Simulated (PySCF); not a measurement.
**La(OH)₃: one geometry, several methods**

Aim: at the PBE0 minimum of singlet La(OH)₃, found before, compare methods on energies and levels.

Program: PySCF 2.14.0. Level of theory: several methods, basis La def2-SVP with ECP46, O def2-SVP, H def2-SVP, scalar-relativistic core potentials, no spin–orbit coupling, density fitting. These are calculated values, not measurements.

## (1) Where the work starts

7 atoms, charge 0, spin multiplicity 1.

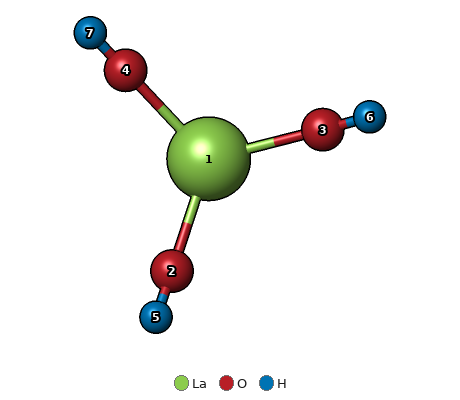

As it starts; lanthanum green, oxygen red, hydrogen blue; atoms are numbered from 1 in the order of the file.

Coordinates in bohr (charge 0 multiplicity 1):
```
La    0.0000    0.0000   -0.2305
O     3.9631   -0.7023    0.6583
O    -1.3734    3.7832    0.6583
O    -2.5897   -3.0810    0.6583
H     5.6128   -0.9946    1.3409
H    -1.9451    5.3581    1.3409
H    -3.6677   -4.3635    1.3409
```

## (2) Fields at the lowest minimum

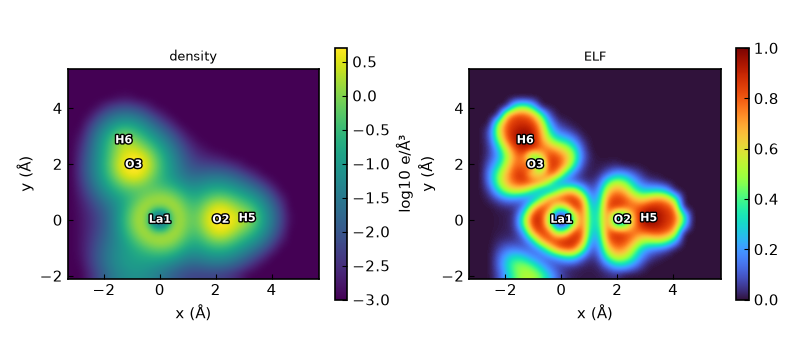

The plane holds La1 at (0.00, 0.00), O2 at (2.18, 0.00), O3 at (-0.94, 1.97), H5 at (3.12, 0.06), H6 at (-1.29, 2.85) Å. ELF is set to 0 where the density is under 0.005 e/Å³; an orbital's overall sign is arbitrary. Electrons inside core potentials are absent.

Orbitals, density, ELF and potential are computed afterwards from the orbital file.

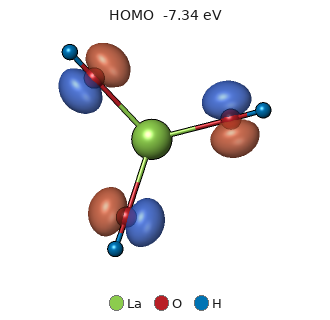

Frontier orbitals at PBE0; each surface holds 70 % of the orbital's density, blue and red mark the sign.

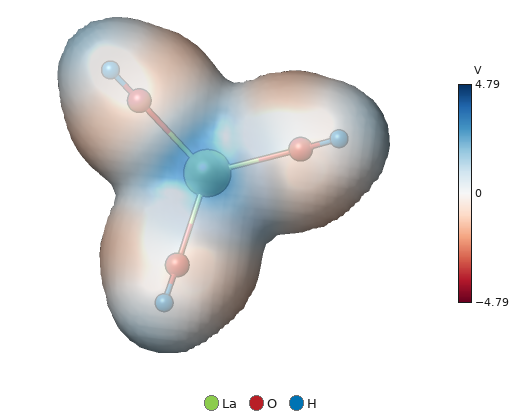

The potential that a unit positive charge feels on the 0.002 e/bohr³ surface, from the 1st to the 99th percentile, from -1.20 V near O2 to 4.79 V near La1.

Values on the line from La1 (at 0) through O2 (at 2.181 Å):

```csv
distance (Å),density (e/Å³),ELF,electrostatic potential (V)
-0.76,1.82,0.917,56.1
0.87,1.22,0.726,38.3
1.09,0.632,0.227,18.4
1.31,0.663,0.251,10.6
1.53,1.52,0.742,14.1
1.74,3.81,0.745,47.5
1.96,9.61,0.0964,219
2.29,86.4,0.938,638
2.51,5.35,0.385,103
2.73,3.07,0.881,32.4
2.94,2.13,0.963,36.8
3.16,1.54,0.987,60
3.38,0.648,0.976,23.8
```

Making the fields ran for 2.1 s (2 threads of Arm Neoverse V2, shared host).

## (3) PBE0

One driver script runs all steps and calls PySCF; scf.py shows the equivalent input of each level. Each SCF starts from the density of the minimum. The driver also runs the species with one electron less or more at the same geometry; their logs are not shown.

scf.py reads:

```python
from pyscf import gto, scf, dft
mol = gto.M(atom='''
La     0.000000     0.000000    -0.121970
O      2.097165    -0.371621     0.348365
O     -0.726749     2.002009     0.348365
O     -1.370416    -1.630388     0.348365
H      2.970168    -0.526319     0.709559
H     -1.029279     2.835400     0.709559
H     -1.940889    -2.309082     0.709559''',
    basis={'La': 'def2-SVP', 'O': 'def2-SVP', 'H': 'def2-SVP'},
    ecp={'La': 'def2-SVP'},
    charge=0, spin=0)
mf = dft.RKS(mol, xc='PBE0')
mf.grids.atom_grid = (75, 302)
mf.grids.prune = None
aux = {'La': 'def2-universal-JKFIT', 'O': 'def2-universal-JKFIT', 'H': 'def2-universal-JKFIT'}
mf = mf.density_fit(auxbasis=aux)
mf.conv_tol = 1e-08
mf.diis_space = 10
mf.max_cycle = 60
mf.verbose = 4
mf.kernel()
```

The run is started by

```console
$ OMP_NUM_THREADS=2 python axn.py task.json out
```

The log of the run:

```text
init E= -258.808785296675
  HOMO = -0.269716402305782  LUMO = -0.0457620374620937  gap/eV = 6.09411
cycle= 1 E= -258.808785296667  delta_E= 8.19e-12  |g|= 7.03e-06  |ddm|= 8.05e-06
  HOMO = -0.269717108878597  LUMO = -0.0457617574739224  gap/eV = 6.09414
Extra cycle  E= -258.808785296643  delta_E= 2.39e-11  |g|= 1.31e-05  |ddm|= 1.33e-05
converged SCF energy = -258.808785296643
```

This level, with the species of one electron less or more, took 6.8 s.

* energy: -258.808785 Eh
* one electron less (charge +1): -258.465699 Eh (doublet, ⟨S²⟩ 0.77)
* one electron more (charge -1): -258.811418 Eh (doublet, ⟨S²⟩ 0.75)
* Mulliken charge of La1: +1.09 e

## (4) HF

scf.py: that of step 3 with these lines changed.

```diff
@@ -13,3 +13 @@
-mf = dft.RKS(mol, xc='PBE0')
-mf.grids.atom_grid = (75, 302)
-mf.grids.prune = None
+mf = scf.RHF(mol)
```

The log of the run, cut to the lines that bear on the results:

```text
[... the frontier levels of the middle cycles are left out ...]
init E= -257.45138583818
  HOMO = -0.425439051609695  LUMO = 0.0224636850968487  gap/eV = 12.18805
cycle= 1 E= -257.475281572052  delta_E= -0.0239  |g|= 0.0681  |ddm|= 0.532
  HOMO = -0.418542704582819  LUMO = 0.0155090072585402  gap/eV = 11.81115
cycle= 2 E= -257.476432650652  delta_E= -0.00115  |g|= 0.024  |ddm|= 0.101
  HOMO = -0.423490704881496  LUMO = 0.0162248433220498  gap/eV = 11.96527
cycle= 3 E= -257.476599277726  delta_E= -0.000167  |g|= 0.0127  |ddm|= 0.0264
cycle= 4 E= -257.476633881129  delta_E= -3.46e-05  |g|= 0.00174  |ddm|= 0.0116
cycle= 5 E= -257.476635506778  delta_E= -1.63e-06  |g|= 0.000523  |ddm|= 0.0033
cycle= 6 E= -257.47663572301  delta_E= -2.16e-07  |g|= 9.27e-05  |ddm|= 0.00129
cycle= 7 E= -257.476635729974  delta_E= -6.96e-09  |g|= 2.43e-05  |ddm|= 0.000192
  HOMO = -0.421726932088537  LUMO = 0.0160051996664912  gap/eV = 11.91130
Extra cycle  E= -257.476635730368  delta_E= -3.94e-10  |g|= 1.14e-05  |ddm|= 3.32e-05
converged SCF energy = -257.476635730368
```

This level, with the species of one electron less or more, took 1.5 s.

| Quantity | Value |
| --- | --- |
| energy | -257.476636 Eh |
| one electron less (charge +1) | -257.109741 Eh (doublet, ⟨S²⟩ 0.91) |
| one electron more (charge -1) | -257.466099 Eh (doublet, ⟨S²⟩ 0.75) |
| Mulliken charge of La1 | +1.57 e |

## (5) PBE

scf.py: that of step 4 with these lines changed.

```diff
@@ -13 +13,3 @@
-mf = scf.RHF(mol)
+mf = dft.RKS(mol, xc='PBE')
+mf.grids.atom_grid = (75, 302)
+mf.grids.prune = None
```

The log of the run, cut to the lines that bear on the results:

```text
[... the frontier levels of the middle cycles are left out ...]
init E= -258.831612415545
  HOMO = -0.198736214527874  LUMO = -0.0714305517940694  gap/eV = 3.46416
cycle= 1 E= -258.831790998088  delta_E= -0.000179  |g|= 0.125  |ddm|= 0.339
  HOMO = -0.230050306184299  LUMO = -0.062495131802617  gap/eV = 4.55941
cycle= 2 E= -258.812726776068  delta_E= 0.0191  |g|= 0.326  |ddm|= 0.365
  HOMO = -0.208684238935187  LUMO = -0.0665943921440402  gap/eV = 3.86646
cycle= 3 E= -258.835706126159  delta_E= -0.023  |g|= 0.019  |ddm|= 0.225
cycle= 4 E= -258.835836308354  delta_E= -0.00013  |g|= 0.00351  |ddm|= 0.0332
cycle= 5 E= -258.835838859243  delta_E= -2.55e-06  |g|= 0.000202  |ddm|= 0.00309
cycle= 6 E= -258.835838871477  delta_E= -1.22e-08  |g|= 6.28e-05  |ddm|= 0.000408
cycle= 7 E= -258.835838872423  delta_E= -9.46e-10  |g|= 2.36e-05  |ddm|= 7.43e-05
  HOMO = -0.208824424367067  LUMO = -0.0685673439580157  gap/eV = 3.81659
Extra cycle  E= -258.835838871738  delta_E= 6.85e-10  |g|= 6.19e-05  |ddm|= 6.03e-05
converged SCF energy = -258.835838871738
```

This level, with the species of one electron less or more, took 14 s.

* energy: -258.835839 Eh
* one electron less (charge +1): -258.514676 Eh (doublet, ⟨S²⟩ 0.76)
* one electron more (charge -1): -258.839964 Eh (doublet, ⟨S²⟩ 0.75)
* Mulliken charge of La1: +0.87 e

## (6) B3LYP

scf.py: that of step 5 with these lines changed.

```diff
@@ -13 +13 @@
-mf = dft.RKS(mol, xc='PBE')
+mf = dft.RKS(mol, xc='B3LYP')
```

The log of the run:

```text
init E= -259.066926381546
  HOMO = -0.258593505680604  LUMO = -0.0551992562641885  gap/eV = 5.53464
cycle= 1 E= -259.067814381443  delta_E= -0.000888  |g|= 0.038  |ddm|= 0.159
  HOMO = -0.252134638210037  LUMO = -0.0559417932157729  gap/eV = 5.33868
cycle= 2 E= -259.067092674664  delta_E= 0.000722  |g|= 0.0715  |ddm|= 0.0684
  HOMO = -0.25842112262502  LUMO = -0.055817617785987  gap/eV = 5.51312
cycle= 3 E= -259.068078577686  delta_E= -0.000986  |g|= 0.00287  |ddm|= 0.047
  HOMO = -0.258346358554698  LUMO = -0.0561532747923472  gap/eV = 5.50195
cycle= 4 E= -259.068081039549  delta_E= -2.46e-06  |g|= 0.000318  |ddm|= 0.0044
  HOMO = -0.258319351675332  LUMO = -0.0561209436110133  gap/eV = 5.50210
cycle= 5 E= -259.068081069166  delta_E= -2.96e-08  |g|= 4.38e-05  |ddm|= 0.000413
  HOMO = -0.258322283886847  LUMO = -0.0561192773249957  gap/eV = 5.50222
cycle= 6 E= -259.068081069584  delta_E= -4.19e-10  |g|= 7.82e-06  |ddm|= 5.37e-05
  HOMO = -0.258324463246013  LUMO = -0.0561197183512334  gap/eV = 5.50227
Extra cycle  E= -259.068081069562  delta_E= 2.26e-11  |g|= 1.32e-05  |ddm|= 1.35e-05
converged SCF energy = -259.068081069562
```

This level, with the species of one electron less or more, ran for 12 s (2 threads of Arm Neoverse V2, shared host).

| Item | Value |
| --- | --- |
| energy | -259.068081 Eh |
| one electron less (charge +1) | -258.728246 Eh (doublet, ⟨S²⟩ 0.77) |
| one electron more (charge -1) | -259.072355 Eh (doublet, ⟨S²⟩ 0.75) |
| Mulliken charge of La1 | +1.03 e |

## (7) r2SCAN

scf.py: that of step 6 with these lines changed.

```diff
@@ -13,2 +13,2 @@
-mf = dft.RKS(mol, xc='B3LYP')
-mf.grids.atom_grid = (75, 302)
+mf = dft.RKS(mol, xc='R2SCAN')
+mf.grids.atom_grid = (90, 434)
```

The log of the run:

```text
init E= -258.954726955357
  HOMO = -0.220502353195647  LUMO = -0.0537983235703123  gap/eV = 4.53625
cycle= 1 E= -258.955497913223  delta_E= -0.000771  |g|= 0.0159  |ddm|= 0.107
  HOMO = -0.222277990240498  LUMO = -0.0510203135836882  gap/eV = 4.66016
cycle= 2 E= -258.955374917139  delta_E= 0.000123  |g|= 0.0285  |ddm|= 0.0589
  HOMO = -0.220424225403949  LUMO = -0.0521130800022966  gap/eV = 4.57998
cycle= 3 E= -258.955578258396  delta_E= -0.000203  |g|= 0.00577  |ddm|= 0.027
  HOMO = -0.221083599238414  LUMO = -0.0525953495421945  gap/eV = 4.58480
cycle= 4 E= -258.955585173941  delta_E= -6.92e-06  |g|= 0.000535  |ddm|= 0.00659
  HOMO = -0.221038864919413  LUMO = -0.0525874672414872  gap/eV = 4.58380
cycle= 5 E= -258.955585229799  delta_E= -5.59e-08  |g|= 4.21e-05  |ddm|= 0.000514
  HOMO = -0.221034320050678  LUMO = -0.0525798856208652  gap/eV = 4.58388
cycle= 6 E= -258.955585230253  delta_E= -4.54e-10  |g|= 2.7e-05  |ddm|= 8.13e-05
  HOMO = -0.221033928574568  LUMO = -0.0525801575244351  gap/eV = 4.58386
Extra cycle  E= -258.955585229724  delta_E= 5.29e-10  |g|= 5.73e-05  |ddm|= 6.2e-05
converged SCF energy = -258.955585229724
```

This level, with the species of one electron less or more, took 43 s.

| Quantity | Value |
| --- | --- |
| energy | -258.955585 Eh |
| one electron less (charge +1) | -258.627994 Eh (doublet, ⟨S²⟩ 0.76) |
| one electron more (charge -1) | -258.958450 Eh (doublet, ⟨S²⟩ 0.75) |
| Mulliken charge of La1 | +1.06 e |

## (8) TPSSh

scf.py: that of step 7 with these lines changed.

```diff
@@ -13 +13 @@
-mf = dft.RKS(mol, xc='R2SCAN')
+mf = dft.RKS(mol, xc='TPSSH')
```

The log of the run:

```text
init E= -259.048953320544
  HOMO = -0.233928118242652  LUMO = -0.0535548296933328  gap/eV = 4.90821
cycle= 1 E= -259.049540633412  delta_E= -0.000587  |g|= 0.0142  |ddm|= 0.0888
  HOMO = -0.237247750515243  LUMO = -0.0518047925623648  gap/eV = 5.04616
cycle= 2 E= -259.04942629577  delta_E= 0.000114  |g|= 0.0274  |ddm|= 0.0447
  HOMO = -0.235230140694025  LUMO = -0.052503986146565  gap/eV = 4.97223
cycle= 3 E= -259.049596921058  delta_E= -0.000171  |g|= 0.00291  |ddm|= 0.0216
  HOMO = -0.235556824939337  LUMO = -0.0528438541200167  gap/eV = 4.97187
cycle= 4 E= -259.049598988814  delta_E= -2.07e-06  |g|= 0.000376  |ddm|= 0.00464
  HOMO = -0.235510581245605  LUMO = -0.0528137463215508  gap/eV = 4.97143
cycle= 5 E= -259.049599021959  delta_E= -3.31e-08  |g|= 6.58e-05  |ddm|= 0.000403
  HOMO = -0.235511548157904  LUMO = -0.0528078906691469  gap/eV = 4.97162
cycle= 6 E= -259.049599022963  delta_E= -1e-09  |g|= 2.11e-05  |ddm|= 9.36e-05
  HOMO = -0.235513783928701  LUMO = -0.0528083976189322  gap/eV = 4.97167
Extra cycle  E= -259.049599022682  delta_E= 2.81e-10  |g|= 4.29e-05  |ddm|= 4.49e-05
converged SCF energy = -259.049599022682
```

This level, with the species of one electron less or more, took 38 s.

| Property | Result |
| --- | --- |
| energy | -259.049599 Eh |
| one electron less (charge +1) | -258.720597 Eh (doublet, ⟨S²⟩ 0.76) |
| one electron more (charge -1) | -259.049208 Eh (doublet, ⟨S²⟩ 0.75) |
| Mulliken charge of La1 | +1.05 e |

## (9) M06

scf.py: that of step 8 with these lines changed.

```diff
@@ -13 +13 @@
-mf = dft.RKS(mol, xc='TPSSH')
+mf = dft.RKS(mol, xc='M06')
```

The log of the run:

```text
init E= -258.917744313794
  HOMO = -0.279502048222402  LUMO = -0.0453135860985654  gap/eV = 6.37259
cycle= 1 E= -258.917364871685  delta_E= 0.000379  |g|= 0.105  |ddm|= 0.143
  HOMO = -0.254213343278297  LUMO = -0.0515526794458907  gap/eV = 5.51468
cycle= 2 E= -258.912263772314  delta_E= 0.0051  |g|= 0.192  |ddm|= 0.195
  HOMO = -0.2708392691627  LUMO = -0.0486687206457113  gap/eV = 6.04557
cycle= 3 E= -258.919511409381  delta_E= -0.00725  |g|= 0.00133  |ddm|= 0.126
  HOMO = -0.27063737737912  LUMO = -0.0485597934795692  gap/eV = 6.04304
cycle= 4 E= -258.919511895056  delta_E= -4.86e-07  |g|= 0.000512  |ddm|= 0.00235
  HOMO = -0.270627803641837  LUMO = -0.0485632769953099  gap/eV = 6.04268
cycle= 5 E= -258.919511977425  delta_E= -8.24e-08  |g|= 4.19e-05  |ddm|= 0.000656
  HOMO = -0.270627151798186  LUMO = -0.048581232835339  gap/eV = 6.04218
cycle= 6 E= -258.91951197787  delta_E= -4.46e-10  |g|= 1.77e-05  |ddm|= 6.28e-05
  HOMO = -0.270627773289855  LUMO = -0.0485831916849868  gap/eV = 6.04214
Extra cycle  E= -258.919511977756  delta_E= 1.14e-10  |g|= 3.03e-05  |ddm|= 3.43e-05
converged SCF energy = -258.919511977756
```

This level, with the species of one electron less or more, took 41 s.

| Quantity | Value |
| --- | --- |
| energy | -258.919512 Eh |
| one electron less (charge +1) | -258.572398 Eh (doublet, ⟨S²⟩ 0.77) |
| one electron more (charge -1) | -258.910278 Eh (doublet, ⟨S²⟩ 0.75) |
| Mulliken charge of La1 | +1.17 e |

## (10) B97-3

scf.py: that of step 9 with these lines changed.

```diff
@@ -13,2 +13,2 @@
-mf = dft.RKS(mol, xc='M06')
-mf.grids.atom_grid = (90, 434)
+mf = dft.RKS(mol, xc='HYB_GGA_XC_B97_3')
+mf.grids.atom_grid = (75, 302)
```

The log of the run:

```text
init E= -258.99219286801
  HOMO = -0.27507312903807  LUMO = -0.0334505597707384  gap/eV = 6.57489
cycle= 1 E= -258.992191864065  delta_E= 1e-06  |g|= 0.0437  |ddm|= 0.0792
  HOMO = -0.26363649754974  LUMO = -0.033819112573493  gap/eV = 6.25365
cycle= 2 E= -258.991439016171  delta_E= 0.000753  |g|= 0.0756  |ddm|= 0.0763
  HOMO = -0.270588303882455  LUMO = -0.0333148810618162  gap/eV = 6.45654
cycle= 3 E= -258.992563738772  delta_E= -0.00112  |g|= 0.000722  |ddm|= 0.0494
  HOMO = -0.270480073989453  LUMO = -0.0332478925583573  gap/eV = 6.45542
cycle= 4 E= -258.992563842282  delta_E= -1.04e-07  |g|= 0.000237  |ddm|= 0.000852
  HOMO = -0.270476598989847  LUMO = -0.0332472563952955  gap/eV = 6.45534
cycle= 5 E= -258.992563857042  delta_E= -1.48e-08  |g|= 2.61e-05  |ddm|= 0.000289
  HOMO = -0.270471001525349  LUMO = -0.0332413801294997  gap/eV = 6.45535
cycle= 6 E= -258.992563857269  delta_E= -2.27e-10  |g|= 9.95e-06  |ddm|= 5.58e-05
  HOMO = -0.270469813254402  LUMO = -0.0332411730374673  gap/eV = 6.45532
Extra cycle  E= -258.99256385724  delta_E= 2.88e-11  |g|= 1.66e-05  |ddm|= 1.95e-05
converged SCF energy = -258.99256385724
```

This level, with the species of one electron less or more, ran for 11 s (2 threads of Arm Neoverse V2, shared host).

| Item | Value |
| --- | --- |
| energy | -258.992564 Eh |
| one electron less (charge +1) | -258.650020 Eh (doublet, ⟨S²⟩ 0.77) |
| one electron more (charge -1) | -258.989913 Eh (doublet, ⟨S²⟩ 0.75) |
| Mulliken charge of La1 | +1.14 e |

## (11) All levels side by side

| level | vertical ionisation energy (eV) | vertical electron affinity (eV) | −ε(HOMO) (eV) | gap (eV) | dipole (D) | wall time |
| --- | --- | --- | --- | --- | --- | --- |
| PBE0 | 9.34 | 0.07 | 7.34 | 6.09 | 1.62 | 6.8 s |
| HF | 9.98 | -0.29 | 11.48 | 11.91 | 2.07 | 1.5 s |
| PBE | 8.74 | 0.11 | 5.68 | 3.82 | 1.41 | 14 s |
| B3LYP | 9.25 | 0.12 | 7.03 | 5.50 | 1.58 | 12 s |
| r2SCAN | 8.91 | 0.08 | 6.01 | 4.58 | 1.57 | 43 s |
| TPSSh | 8.95 | -0.01 | 6.41 | 4.97 | 1.58 | 38 s |
| M06 | 9.45 | -0.25 | 7.36 | 6.04 | 1.68 | 41 s |
| B97-3 | 9.32 | -0.07 | 7.36 | 6.46 | 1.68 | 11 s |

Times are for 2 threads of Arm Neoverse V2, shared host; PBE0 starts from its own converged density, so its time is not comparable. A dash stands where a species or a free atom was not run at that level, or the quantity is not defined.

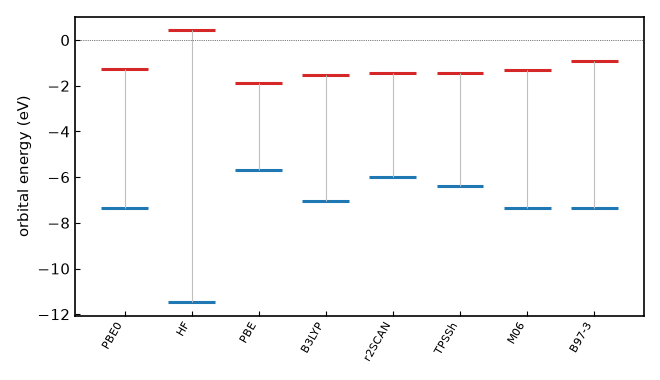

Highest occupied (blue) and lowest empty (red) levels by method.

## (12) What came out

| quantity | value |
| --- | --- |
| vertical ionisation energy, range | 8.74 (PBE) to 9.98 (HF) eV |
| vertical electron affinity, range | -0.29 (HF) to 0.12 (B3LYP) eV |
| orbital gap, range | 3.82 (PBE) to 11.91 (HF) eV |

What this shows: The vertical ionisation energy spreads over 1.24 eV, from PBE to HF; without a CCSD(T) value for it there is no yardstick here. Without diffuse functions electron affinities tend to come out too low. Whether spin polarisation would lower the closed shell was not checked. Spin–orbit coupling is left out.
